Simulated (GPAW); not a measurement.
# In15CuP16 (InP32 Cu1): moments or none

Aim: find out whether In15CuP16 (InP32 Cu1) carries moments when they start parallel, and what they gain.

Program: GPAW 26.7.0. Level of theory: PBE; plane waves with GPAW's PAW setups, scalar-relativistic. Results are calculated unless marked as measured.

### 1. Set-up

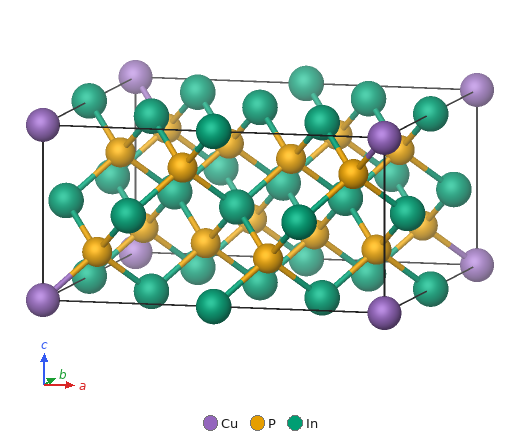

The cell as given, slightly off an axis (copper purple, phosphorus orange, indium teal). Bonds to atoms that aren't drawn are left out. Some periodic images of atoms are drawn too.

The cell is a made-up one and need not be a known phase.

### 2. Order 1, typed as ferro +

Parallel moments need no larger cell; this start tests for a ferromagnetic state only.

File order1.py:

```python
import json
import numpy as np
from ase import Atoms
from ase.parallel import paropen, parprint
from gpaw import GPAW

atoms = Atoms(['Cu', 'P', 'In', 'P', 'In', 'P', 'In', 'P', 'In', 'P', 'In', 'P', 'In', 'P', 'In', 'P', 'In', 'P', 'In', 'P', 'In', 'P', 'In', 'P', 'In', 'P', 'In', 'P', 'In', 'P', 'In', 'P'],
    cell=[[11.738, 0.0, 0.0],
         [0.0, 11.738, 0.0],
         [0.0, 0.0, 5.869]],
    scaled_positions=[[0.0, 0.0, 0.0],
         [0.125, 0.125, 0.25],
         [0.0, 0.25, 0.5],
         [0.125, 0.375, 0.75],
         [0.25, 0.0, 0.5],
         [0.375, 0.125, 0.75],
         [0.25, 0.25, 0.0],
         [0.375, 0.375, 0.25],
         [0.0, 0.5, 0.0],
         [0.125, 0.625, 0.25],
         [0.0, 0.75, 0.5],
         [0.125, 0.875, 0.75],
         [0.25, 0.5, 0.5],
         [0.375, 0.625, 0.75],
         [0.25, 0.75, 0.0],
         [0.375, 0.875, 0.25],
         [0.5, 0.0, 0.0],
         [0.625, 0.125, 0.25],
         [0.5, 0.25, 0.5],
         [0.625, 0.375, 0.75],
         [0.75, 0.0, 0.5],
         [0.875, 0.125, 0.75],
         [0.75, 0.25, 0.0],
         [0.875, 0.375, 0.25],
         [0.5, 0.5, 0.0],
         [0.625, 0.625, 0.25],
         [0.5, 0.75, 0.5],
         [0.625, 0.875, 0.75],
         [0.75, 0.5, 0.5],
         [0.875, 0.625, 0.75],
         [0.75, 0.75, 0.0],
         [0.875, 0.875, 0.25]],
    pbc=True,
    magmoms=[1.0, 0.0, 0.0, 0.0, 0.0, 0.0, 0.0, 0.0, 0.0, 0.0, 0.0, 0.0, 0.0, 0.0, 0.0, 0.0, 0.0, 0.0, 0.0, 0.0, 0.0, 0.0, 0.0, 0.0, 0.0, 0.0, 0.0, 0.0, 0.0, 0.0, 0.0, 0.0])
atoms.calc = GPAW(mode={'name': 'pw', 'ecut': 450},
    xc='PBE',
    kpts={'size': (3, 3, 5), 'gamma': True},
    occupations={'name': 'fermi-dirac', 'width': 0.05},
    convergence={'density': 1e-05, 'energy': 1e-05},
    maxiter=200,
    mixer={'name': 'pulay', 'beta': 0.05, 'nmaxold': 6, 'weight': 50},
    symmetry={'tolerance': 1e-4},
    txt='order1.txt')
e = atoms.get_potential_energy(force_consistent=True)
res = {'free_energy': e, 'energy_sigma0': atoms.get_potential_energy(), 'fermi_energy': atoms.calc.get_fermi_level()}
res['moments'] = atoms.get_magnetic_moments().tolist()
res['total'] = atoms.get_magnetic_moment()
parprint('site moments (muB):', np.round(res['moments'], 3))
parprint(f"total moment: {res['total']:.3f} muB")
parprint(f'free energy: {e:.6f} eV')
atoms.calc.write('order1.gpw')
with paropen('results.json', 'w') as f:
    json.dump(res, f)
```

Command:

```
> OMP_NUM_THREADS=1 mpirun -n 4 gpaw python order1.py > order1.log
```

Numbers of over 12 decimals in the logs are rounded to 6 here.

Output:

```text
site moments (muB): [-0. -0. -0. -0. -0. -0. -0. -0. -0. -0. -0. -0.  0. -0. -0. -0. -0. -0.
  0. -0. -0. -0. -0. -0.  0. -0.  0. -0.  0. -0. -0. -0.]
total moment: -0.002 muB
free energy: -135.701388 eV

--- order1.txt ---
Input parameters:
  mode=PW(ecut=450),
  convergence={'density': 1e-05, 'energy': 1e-05},
  kpts=MonkhorstPack(size=(3, 3, 5), gamma=True),
  maxiter=200,
  mixer=Pulay(name='pulay', nmaxold=6, beta=0.05, weight=50, sigma=0.015, g_ss=None),
  occupations=Occupations(name='fermi-dirac', width=0.05),
  symmetry=Symmetry(tolerance=0.0001),
  xc=XC(name='PBE')

Diagonalizing LCAO Hamiltonian
Converting LCAO to pw mode
        .----------------------------.
       /|                            |
      / |                            |
     /  |  P             P           |
    /   |       P              P     |
   /  In|            In              |
  /    P|         P   P          P   |
 *      .---In------------In---------.
 |     / P   P          P  P        /
 | In /       In In         In     /
 |   /         P             P    /
 |  /nP In         IP  In        /
 | /      In            In      /
 |/                            /
 Cu------------In-------------*

Atoms  # Å, Bohr magnetons
|    | symbol |         x |         y |        z |    initial magnetic moments |
|----|--------|-----------|-----------|----------|-----------------------------|
|  0 |     Cu |  0.000000 |  0.000000 | 0.000000 | ( 0.0000,  0.0000,  1.0000) |
|  1 |      P |  1.467250 |  1.467250 | 1.467250 | ( 0.0000,  0.0000,  0.0000) |
|  2 |     In |  0.000000 |  2.934500 | 2.934500 | ( 0.0000,  0.0000,  0.0000) |
|  3 |      P |  1.467250 |  4.401750 | 4.401750 | ( 0.0000,  0.0000,  0.0000) |
|  4 |     In |  2.934500 |  0.000000 | 2.934500 | ( 0.0000,  0.0000,  0.0000) |
|  5 |      P |  4.401750 |  1.467250 | 4.401750 | ( 0.0000,  0.0000,  0.0000) |
|  6 |     In |  2.934500 |  2.934500 | 0.000000 | ( 0.0000,  0.0000,  0.0000) |
|  7 |      P |  4.401750 |  4.401750 | 1.467250 | ( 0.0000,  0.0000,  0.0000) |
|  8 |     In |  0.000000 |  5.869000 | 0.000000 | ( 0.0000,  0.0000,  0.0000) |
|  9 |      P |  1.467250 |  7.336250 | 1.467250 | ( 0.0000,  0.0000,  0.0000) |
| 10 |     In |  0.000000 |  8.803500 | 2.934500 | ( 0.0000,  0.0000,  0.0000) |
| 11 |      P |  1.467250 | 10.270750 | 4.401750 | ( 0.0000,  0.0000,  0.0000) |
| 12 |     In |  2.934500 |  5.869000 | 2.934500 | ( 0.0000,  0.0000,  0.0000) |
| 13 |      P |  4.401750 |  7.336250 | 4.401750 | ( 0.0000,  0.0000,  0.0000) |
| 14 |     In |  2.934500 |  8.803500 | 0.000000 | ( 0.0000,  0.0000,  0.0000) |
| 15 |      P |  4.401750 | 10.270750 | 1.467250 | ( 0.0000,  0.0000,  0.0000) |
| 16 |     In |  5.869000 |  0.000000 | 0.000000 | ( 0.0000,  0.0000,  0.0000) |
| 17 |      P |  7.336250 |  1.467250 | 1.467250 | ( 0.0000,  0.0000,  0.0000) |
| 18 |     In |  5.869000 |  2.934500 | 2.934500 | ( 0.0000,  0.0000,  0.0000) |
| 19 |      P |  7.336250 |  4.401750 | 4.401750 | ( 0.0000,  0.0000,  0.0000) |
| 20 |     In |  8.803500 |  0.000000 | 2.934500 | ( 0.0000,  0.0000,  0.0000) |
| 21 |      P | 10.270750 |  1.467250 | 4.401750 | ( 0.0000,  0.0000,  0.0000) |
| 22 |     In |  8.803500 |  2.934500 | 0.000000 | ( 0.0000,  0.0000,  0.0000) |
| 23 |      P | 10.270750 |  4.401750 | 1.467250 | ( 0.0000,  0.0000,  0.0000) |
| 24 |     In |  5.869000 |  5.869000 | 0.000000 | ( 0.0000,  0.0000,  0.0000) |
| 25 |      P |  7.336250 |  7.336250 | 1.467250 | ( 0.0000,  0.0000,  0.0000) |
| 26 |     In |  5.869000 |  8.803500 | 2.934500 | ( 0.0000,  0.0000,  0.0000) |
| 27 |      P |  7.336250 | 10.270750 | 4.401750 | ( 0.0000,  0.0000,  0.0000) |
| 28 |     In |  8.803500 |  5.869000 | 2.934500 | ( 0.0000,  0.0000,  0.0000) |
| 29 |      P | 10.270750 |  7.336250 | 4.401750 | ( 0.0000,  0.0000,  0.0000) |
| 30 |     In |  8.803500 |  8.803500 | 0.000000 | ( 0.0000,  0.0000,  0.0000) |
| 31 |      P | 10.270750 | 10.270750 | 1.467250 | ( 0.0000,  0.0000,  0.0000) |

Unit cell  # Å
| periodic |         x |         y |        z |   lengths |    angles |
|----------|-----------|-----------|----------|-----------|-----------|
|      yes | 11.738000 |  0.000000 | 0.000000 | 11.738000 | 90.000000 |
|      yes |  0.000000 | 11.738000 | 0.000000 | 11.738000 | 90.000000 |
|      yes |  0.000000 |  0.000000 | 5.869000 |  5.869000 | 90.000000 |

Number of symmetries: 8

BZ-sampling:
  Number of BZ points: 45
  Number of IBZ points: 9

  Monkhorst-Pack size: [3, 3, 5]
  Monkhorst-Pack shift: [0, 0, 0]

K-points  # in reciprocal-cell coordinates
|   |                                coordinates |     weight |
|---|--------------------------------------------|------------|
| 0 | (  0.00000000,   0.00000000,   0.00000000) | 0.02222222 |
| 1 | (  0.00000000,   0.00000000,   0.20000000) | 0.04444444 |
| 2 | (  0.00000000,   0.00000000,   0.40000000) | 0.04444444 |
| 3 | (  0.33333333,   0.00000000,   0.00000000) | 0.08888889 |
| 4 | (  0.33333333,   0.00000000,   0.20000000) | 0.17777778 |
| 5 | (  0.33333333,   0.00000000,   0.40000000) | 0.17777778 |
| 6 | (  0.33333333,   0.33333333,   0.00000000) | 0.08888889 |
| 7 | (  0.33333333,   0.33333333,   0.20000000) | 0.17777778 |
| 8 | (  0.33333333,   0.33333333,   0.40000000) | 0.17777778 |

Plane wave coefficients: 17550
Cutoff: 450.000000 eV

Spin-components: 2 (collinear spins)
Bands:           177
Projectors:      176
Spin-degeneracy: 1
Datatype:        complex128

Parallelization:
  kpt:    4
  domain: 1
  band:   1

Density:
  Valence electrons: 286.0
  Components: 2
  Grid points: [60 60 30]
  Charge: 0.0  # |e|

Potential:
  Grid points: [60 60 30]

species:
  Cu:
    name:    Copper
    Z:       29.0
    valence: 11
    core:    18
    charge:  0.0  # [|e|]
    compensation charges:
      type: gauss
      rc: 0.33  # [Å]
      lmax: 2
    cutoffs:
      filter: 2.06  # [Å]
      core: 2.43  # [Å]
    projectors
    | kind |    occ | energy [eV] | rcut [Å] |
    |------|--------|-------------|----------|
    |   4s |  1.000 |      -4.609 |    1.164 |
    |   4p |  0.000 |      -0.698 |    1.164 |
    |   3d | 10.000 |      -5.039 |    1.058 |
    |    s |        |      22.603 |    1.164 |
    |    p |        |      26.513 |    1.164 |
    |    d |        |      22.172 |    1.058 |

    Using partial waves for Cu as LCAO basis

  P:
    name:    Phosphorus
    Z:       15.0
    valence: 5
    core:    10
    charge:  0.0  # [|e|]
    compensation charges:
      type: gauss
      rc: 0.30  # [Å]
      lmax: 2
    cutoffs:
      filter: 1.69  # [Å]
      core: 1.81  # [Å]
    projectors
    | kind |    occ | energy [eV] | rcut [Å] |
    |------|--------|-------------|----------|
    |   3s |  2.000 |     -13.968 |    0.953 |
    |   3p |  3.000 |      -5.506 |    0.953 |
    |    s |        |      13.244 |    0.953 |
    |    p |        |      21.705 |    0.953 |
    |    d |        |       0.000 |    0.953 |

    Using partial waves for P as LCAO basis

  In:
    name:    Indium
    Z:       49.0
    valence: 13
    core:    36
    charge:  0.0  # [|e|]
    compensation charges:
      type: gauss
      rc: 0.36  # [Å]
      lmax: 2
    cutoffs:
      filter: 2.09  # [Å]
      core: 2.48  # [Å]
    projectors
    | kind |    occ | energy [eV] | rcut [Å] |
    |------|--------|-------------|----------|
    |   5s |  2.000 |      -8.203 |    1.185 |
    |   5p |  1.000 |      -2.521 |    1.244 |
    |   4d | 10.000 |     -18.629 |    1.148 |
    |    s |        |      19.008 |    1.185 |
    |    p |        |      24.691 |    1.244 |
    |    d |        |       8.583 |    1.148 |

    Using partial waves for In as LCAO basis

Reference energy: -2593499.365282  # eV

eigensolver:
  PPCG
  Converge bands: occupied
  niter=2

density mixing:
  Pulay-Mixer
  Linear mixing parameters: 0.05
  Old densities: 6
  Fourier metric: weight=50, sigma=0.015

occupation numbers:
  Fermi-Dirac:
    width: 0.0500  # eV

poisson solver:
  ecut: 3600.000000  # eV

xc functional:
  name: PBE with 2 nearest neighbor stencil

convergence criteria:
- Maximum integral of absolute [dens]ity change: 1e-05 electrons / valence electron
- Maximum [total energy] change in last 3 cyles: 1e-05 eV / valence electron
- Maximum integral of absolute [eigenst]ate change: 4e-08 eV^2 / valence electron
maximum number of iterations: 200

SCF iterations
|iter     |      energy | eigst |  dens |  magmom |
|---------|-------------|-------|-------|---------|
|iter:   1|       0s | -143.330469 | -0.15 |       |  +0.9917|
|iter:   2|      48s | -139.635158 | -1.23 | -1.04 |  +1.0258|
|iter:   3|      96s | -138.417267 | -2.20 | -1.15 |  +1.0040|
|iter:   4|     143s | -135.796325 | -1.11 | -1.20 |  +0.7860|
|iter:   5|     191s | -135.693984 | -2.58 | -1.53 |  +0.7885|
|iter:   6|     240s | -135.679407 | -2.38 | -1.53 |  +0.6838|
|iter:   7|     288s | -135.639286 | -2.99 | -1.69 |  +0.6085|
|iter:   8|     336s | -135.659435 | -3.13 | -1.79 |  +0.4391|
|iter:   9|     384s | -135.654602 | -3.82 | -2.32 |  +0.4137|
|iter:  10|     432s | -135.656535 | -4.00 | -2.47 |  +0.3377|
[... 13 iterations left out ...]
|iter:  24|    1106s | -135.657718c| -6.77 | -4.11 |  +0.0322|
|iter:  25|    1154s | -135.657719c| -6.97 | -4.11 |  +0.0111|
|iter:  26|    1203s | -135.657744c| -6.92 | -4.07 |  +0.0012|
|iter:  27|    1241s | -135.657742c| -7.73c| -4.33 |  -0.0010|
|iter:  28|    1279s | -135.657745c| -7.81c| -4.34 |  -0.0003|
|iter:  29|    1303s | -135.657747c| -7.67c| -4.42 |  +0.0038|
|iter:  30|    1327s | -135.657748c| -7.73c| -4.50 |  +0.0068|
|iter:  31|    1350s | -135.657747c| -7.57c| -4.57 |  +0.0028|
|iter:  32|    1398s | -135.657749c| -7.49c| -4.64 |  -0.0027|
|iter:  33|    1422s | -135.657750c| -8.30c| -5.04c|  -0.0025|

Converged in 33 steps
Energy contributions relative to reference atoms: (reference = -2593499.365282)

Energy contributions:
  Kinetic:         314.112615
  Coulomb:        -293.431083
  Zero:              3.132355
  External:          0.000000
  Xc:             -159.428000
  Entropy:          -0.087276
  Spinorbit:         0.000000
  ----------------------------
  Free energy:    -135.701388
  Extrapolated:   -135.657750

dipole moment: (-143.654510, -143.654510, -150.667953)  # |e|*Ang

Total magnetic moment: (0.000000, 0.000000, -0.002494)

Local magnetic moments
|        x |        y |         z |
|----------|----------|-----------|
| 0.000000 | 0.000000 | -0.000458 |  # Cu   0
| 0.000000 | 0.000000 | -0.000066 |  # P    1
| 0.000000 | 0.000000 | -0.000011 |  # In   2
| 0.000000 | 0.000000 | -0.000021 |  # P    3
| 0.000000 | 0.000000 | -0.000011 |  # In   4
| 0.000000 | 0.000000 | -0.000021 |  # P    5
| 0.000000 | 0.000000 | -0.000003 |  # In   6
| 0.000000 | 0.000000 | -0.000028 |  # P    7
| 0.000000 | 0.000000 | -0.000002 |  # In   8
| 0.000000 | 0.000000 | -0.000021 |  # P    9
| 0.000000 | 0.000000 | -0.000011 |  # In  10
| 0.000000 | 0.000000 | -0.000066 |  # P   11
| 0.000000 | 0.000000 |  0.000000 |  # In  12
| 0.000000 | 0.000000 | -0.000028 |  # P   13
| 0.000000 | 0.000000 | -0.000003 |  # In  14
| 0.000000 | 0.000000 | -0.000021 |  # P   15
[...]
| 0.000000 | 0.000000 | -0.000003 |  # In  22
| 0.000000 | 0.000000 | -0.000021 |  # P   23
| 0.000000 | 0.000000 |  0.000001 |  # In  24
| 0.000000 | 0.000000 | -0.000028 |  # P   25
| 0.000000 | 0.000000 |  0.000000 |  # In  26
| 0.000000 | 0.000000 | -0.000021 |  # P   27
| 0.000000 | 0.000000 |  0.000000 |  # In  28
| 0.000000 | 0.000000 | -0.000021 |  # P   29
| 0.000000 | 0.000000 | -0.000003 |  # In  30
| 0.000000 | 0.000000 | -0.000066 |  # P   31

Fermi level: 4.619
Eigenvalues  # (at kpt = [0.000, 0.000, 0.000])
| band index |      eig [eV] | occ [0-1] |      eig [eV] | occ [0-1] |
|------------|---------------|-----------|---------------|-----------|
|          0 |        -9.660 |     1.000 |        -9.660 |     1.000 |
|        ... |               |           |               |           |
|        133 |         3.387 |     1.000 |         3.387 |     1.000 |
|        134 |         3.420 |     1.000 |         3.420 |     1.000 |
|        135 |         3.420 |     1.000 |         3.420 |     1.000 |
|        136 |         3.671 |     1.000 |         3.671 |     1.000 |
|        137 |         3.758 |     1.000 |         3.758 |     1.000 |
|        138 |         3.866 |     1.000 |         3.866 |     1.000 |
|        139 |         4.050 |     1.000 |         4.050 |     1.000 |
|        140 |         4.050 |     1.000 |         4.050 |     1.000 |
|        141 |         4.894 |     0.004 |         4.894 |     0.004 |
|        142 |         4.912 |     0.003 |         4.912 |     0.003 |
|        143 |         4.912 |     0.003 |         4.912 |     0.003 |
|        144 |         5.473 |     0.000 |         5.473 |     0.000 |
|        145 |         6.531 |     0.000 |         6.531 |     0.000 |
|        146 |         6.531 |     0.000 |         6.531 |     0.000 |
|        147 |         6.548 |     0.000 |         6.548 |     0.000 |
|        148 |         6.979 |     0.000 |         6.979 |     0.000 |
|        ... |               |           |               |           |
|        176 |         9.869 |     0.000 |        10.079 |     0.000 |

No gap
No difference between direct/indirect transitions
```

Run time: 25 min. Hardware: 4 MPI ranks of Arm Neoverse V1, shared host; peak memory 3.2 GiB; 1.7 h of CPU time.

Spin moment in the augmentation sphere by element, in μB:

```
element  atoms     mean  spread (r.m.s.)    least  largest
     Cu      1  -0.0005           0.0000  -0.0005  -0.0005
      P     16   0.0000           0.0000  -0.0001   0.0000
     In     15   0.0000           0.0000   0.0000   0.0000
```

The atoms farthest from the mean of their element:

```
atom         x, y, z (Å)  spin moment in the augmentation sphere (μB)
  P2    1.47, 1.47, 1.47                                      -0.0001
 P12   1.47, 10.27, 4.40                                      -0.0001
 P32  10.27, 10.27, 1.47                                      -0.0001
 P22   10.27, 1.47, 4.40                                      -0.0001
 P10    1.47, 7.34, 1.47                                       0.0000
 P16   4.40, 10.27, 1.47                                       0.0000
  P6    4.40, 1.47, 4.40                                       0.0000
  P4    1.47, 4.40, 4.40                                       0.0000
```

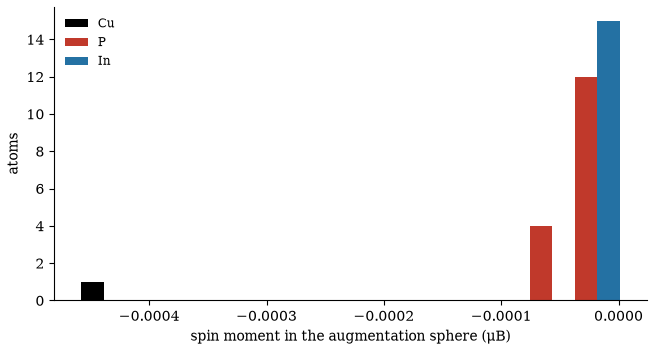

Spin moment in the augmentation sphere as a stacked histogram.

Read from the output:

```yaml
final_state: non-magnetic
```

After 33 cycles the seed has died away: no moment is left.

(Continued in part 2 of 2.)

[Logs and program files are shortened in this print: banners, set-up blocks, solver, clock and traceback lines can be left out without a mark of their own.]

[Logs are printed without paths, hosts, clocks, repeated set-up lines and the standing remarks that a program may print on its own settings, such as how far it seeks lower states.]

[Hosts, paths, dates, database ids (printed as entryN), source tags and the programs' standing remarks are cut or masked in the printed files.]

[Where a cell is said to come from a database of computed structures, the database is the Materials Project.]
